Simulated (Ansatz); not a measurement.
The compound is BeGeSb₂ (space group P-4m2, No. 115), taken as the geometry relaxed with Ansatz 0.2.0, DFT, r2SCAN, plane waves, PAW; the starting structure was generated, so it need not be a known form of this composition.

Space group P-4m2 (No. 115). a = 4.175 Å, b = 4.175 Å, c = 5.835 Å, α = 90.00°, β = 90.00°, γ = 90.00°
```csv
atom,site,symmetry,x,y,z
Be,1a,-4m2,0.0000,0.0000,0.0000
Sb,2g,2mm.,0.0000,0.5000,0.2194
Ge,1c,-4m2,0.5000,0.5000,0.5000
```

Bonds are taken as Be–Sb below 2.8 Å and Ge–Sb below 3 Å. Atoms with one bond or none are removed and atoms with two bonds are replaced by edges, until no such atom is left.

What net does this leave?

The result is a uninodal 4-connected, three-periodic net: Be, Sb and Ge are 4-connected nodes. It is the dia net, known from diamond, zinc blende and cristobalite. It is a single net, without interpenetration.

| node | links | point symbol | coordination sequence |
| --- | --- | --- | --- |
| Be, Sb and Ge | 4 | 6⁶ | 4 12 24 42 64 92 |

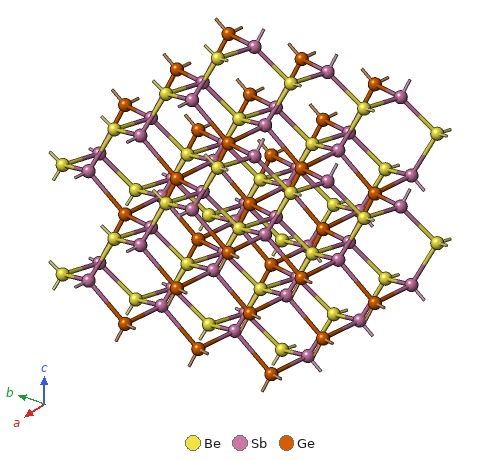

Nodes are coloured by element. Short stubs are edges that leave the cut-out.
